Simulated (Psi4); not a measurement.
**C6H2I2OS (SMILES O=C1C(I)=CC(=S)C=C1I), run twice**

Wanted: a structure relaxation of C6H2I2OS, UHF/STO-3G.

The calculation is run with Psi4 1.11.

3 further runs of the same task are left out: 3 set aside as unsound or not needed.

## Step 1: The molecule

C6H2I2OS has 12 atoms, charge 0, and is taken as a singlet. As SMILES, `O=C1C(I)=CC(=S)C=C1I`. The shape is that of a GFN2-xTB optimisation. The run starts from this shape.

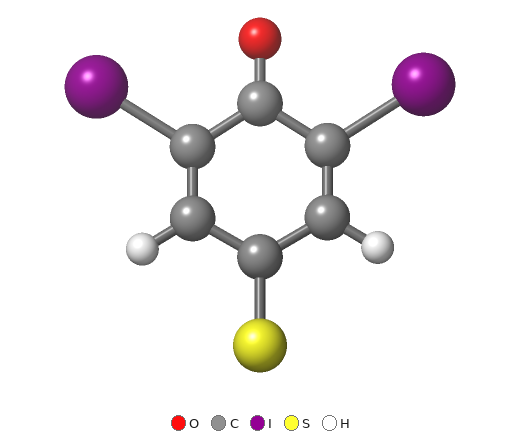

Viewed from a chosen angle; oxygen red, carbon grey, iodine purple, sulfur yellow, hydrogen white.

## Step 2: First attempt

File input.inp:

```
memory 3300 MB

molecule m {
  0 2
  O      0.00000000     4.93955512     0.00000000
  C      0.00000000     2.65319438     0.00000000
  C      2.33141181     1.14224496     0.00000000
  I      5.65094252     3.28784000     0.00000000
  C      2.32812369    -1.40255473     0.00000000
  C      0.00000000    -2.78201701     0.00000000
  S      0.00000000    -5.91573094     0.00000000
  C     -2.32812369    -1.40255473     0.00000000
  C     -2.33141181     1.14224496     0.00000000
  I     -5.65094252     3.28784000     0.00000000
  H      4.06481979    -2.47501210     0.00000000
  H     -4.06481979    -2.47501210     0.00000000
  units au
}

set globals {
  reference uhf
  scf_type pk
  geom_maxiter 40
}

e_tot, wfn = optimize('scf/STO-3G', return_wfn=True)
print_variables()
```

Started as:

```
$ psi4 -n 1 input.inp input.out
```

input.out:

```text
Psi4 1.11 release

qcelemental.exceptions.ValidationError: Inconsistent or unspecified chg/mult: sys chg: None, frag chg: [0.0], sys mult: None, frag mult: [2]

Printing out the relevant lines from the Psithon --> Python processed input file:
    from psi4.driver.wrapper_database import database, db, DB_RGT, DB_RXN
    from psi4.driver.wrapper_autofrag import auto_fragments
    psi4_io = core.IOManager.shared_object()
    core.set_memory_bytes(3300000000)

--> m = geometry("""
      0 2
      O      0.00000000     4.93955512     0.00000000
      C      0.00000000     2.65319438     0.00000000
      C      2.33141181     1.14224496     0.00000000
      I      5.65094252     3.28784000     0.00000000

!----------------------------------------------------------------------------------!
!                                                                                  !
!  Inconsistent or unspecified chg/mult: sys chg: None, frag chg: [0.0], sys mult: !
!     None, frag mult: [2]                                                         !
!                                                                                  !
!----------------------------------------------------------------------------------!

    Psi4 run time: 0:00:00.00
```

Run time: 0.97 s. Hardware: 1 thread of Intel Xeon Platinum 8488C (Sapphire Rapids), shared host; peak memory 0.13 GiB.

## Step 3: What went wrong

The program refused the input.

The telling line is `qcelemental.exceptions.ValidationError: Inconsistent or unspecified chg/mult: sys chg: None, frag chg: [0.0], sys mult: None, frag mult: [2]`. Cause: the spin state typed doesn't suit the molecule. To mend it: multiplicity 1 in place of 2.

## Step 4: The mended input

File input.dat:

```
memory 3300 mb

molecule {
  O      0.00000000     4.93955512     0.00000000
  C      0.00000000     2.65319438     0.00000000
  C      2.33141181     1.14224496     0.00000000
  I      5.65094252     3.28784000     0.00000000
  C      2.32812369    -1.40255473     0.00000000
  C      0.00000000    -2.78201701     0.00000000
  S      0.00000000    -5.91573094     0.00000000
  C     -2.32812369    -1.40255473     0.00000000
  C     -2.33141181     1.14224496     0.00000000
  I     -5.65094252     3.28784000     0.00000000
  H      4.06481979    -2.47501210     0.00000000
  H     -4.06481979    -2.47501210     0.00000000
  units bohr
}

set reference uhf
set scf_type pk
set geom_maxiter 40

energy_value = opt('hf/STO-3G')
```

Started as:

```
$ psi4 input.dat output.dat -n 1
```

output.dat:

```text
[...]
  Running in c2v symmetry.
[...]
  Nuclear repulsion = 1535.493334538275803
[...]
  Multiplicity = 1
[...]
  Nalpha       = 84
  Nbeta        = 84
[...]
    Number of basis functions: 100
[...]
   @UHF iter   1: -14393.46045820139079   -5.91036e+00   1.31672e-02 DIIS/ADIIS
[...]
   @UHF iter   8: -14393.91490306780906   -3.63798e-12   4.07285e-09 DIIS
[...]
   @S^2 Observed:               -2.842170943E-14
[...]
  @UHF Final Energy: -14393.91490306780906
   => Energetics <=
    Nuclear Repulsion Energy =           1519.7338477986961607
    One-Electron Energy =              -22869.4710405163095857
    Two-Electron Energy =                6955.8222896498036789
    Total Energy =                     -14393.9149030678090639
  UHF NO Occupations:
  HONO-2 :   34 A1 2.0000000
  HONO-1 :   28 B1 2.0000000
[...]
 Multipole Moments:
 ------------------------------------------------------------------------------------
     Multipole            Electronic (a.u.)      Nuclear  (a.u.)        Total (a.u.)
 ------------------------------------------------------------------------------------
 L = 1.  Multiply by 2.5417464519 to convert [e a0] to [Debye]
 Dipole X            :          0.0000000            0.0000000            0.0000000
 Dipole Y            :          0.0000000            0.0000000            0.0000000
 Dipole Z            :         31.8312005          -32.8412983           -1.0100978
 Magnitude           :                                                    1.0100978
[...]
  -Total Gradient:
     Atom            X                  Y                   Z
    ------   -----------------  -----------------  -----------------
       1        0.000000000000     0.000000000000     0.000031055109
       2        0.000000000000     0.000000000000     0.000023313006
       3        0.000049062474     0.000000000000    -0.000071603406
       4       -0.000193964531    -0.000000000000    -0.000105516533
       5        0.000044045994     0.000000000000     0.000147467429
       6        0.000000000000     0.000000000000     0.000015967730
       7        0.000000000000     0.000000000000     0.000027127300
       8       -0.000044045994    -0.000000000000     0.000147467429
       9       -0.000049062474    -0.000000000000    -0.000071603406
      10        0.000193964531     0.000000000000    -0.000105516533
      11        0.000042628002     0.000000000000    -0.000019079884
      12       -0.000042628002    -0.000000000000    -0.000019079884
[...]
```

Standard output:

```text
Optimizer: Optimization complete!
```

Run time: 78 s. Hardware: 1 thread of Intel Xeon Platinum 8488C (Sapphire Rapids), shared host; peak memory 0.41 GiB.

Steps, from the record of the run:

```csv
step,energy from the first frame kept (eV),largest force (eV/Å)
0,0.0000,5.2402
1,-0.3556,0.8902
2,-0.3700,0.1474
3,-0.3703,0.0393
4,-0.3703,0.0114
```

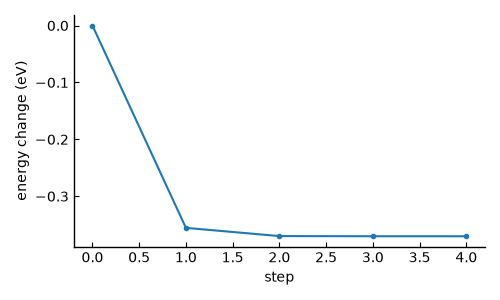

Energy along the run.

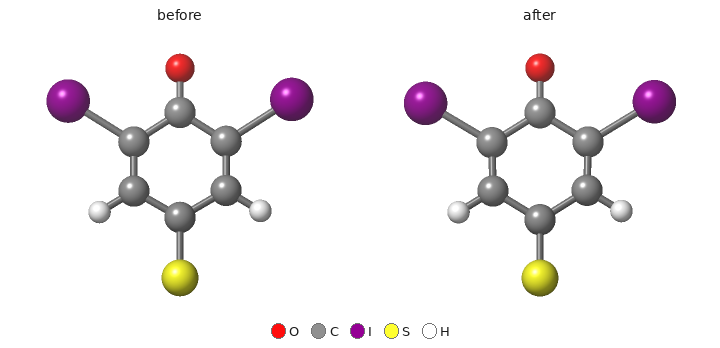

Before and after, at one scale.

After the run. Bond lengths: O1–C2 1.224 Å, C2–C3 1.519 Å, C3–I4 2.083 Å, C3–C5 1.326 Å, C5–C6 1.489 Å, C6–S7 1.601 Å, C6–C8 1.489 Å, C2–C9 1.519 Å, C8–C9 1.326 Å, C9–I10 2.083 Å, C5–H11 1.085 Å, C8–H12 1.085 Å. Some angles: O1–C2–C3 122.2°, O1–C2–C9 122.2°, C3–C2–C9 115.6°, C2–C3–I4 116.2°, C2–C3–C5 121.0°, I4–C3–C5 122.8°, C3–C5–C6 123.5°, C5–C6–S7 122.3°, C5–C6–C8 115.4°, S7–C6–C8 122.3°.

## Step 5: Results

At UHF/STO-3G:

```
               quantity            value
total energy at the end  -14393.91490 Eh
          dipole moment           2.57 D
            HOMO energy         -6.73 eV
            LUMO energy          2.75 eV
          HOMO–LUMO gap          9.48 eV
```

In words: The optimisation took 5 steps and changed the energy by -0.370 eV. Relativity is left out although the molecule holds a heavy atom.
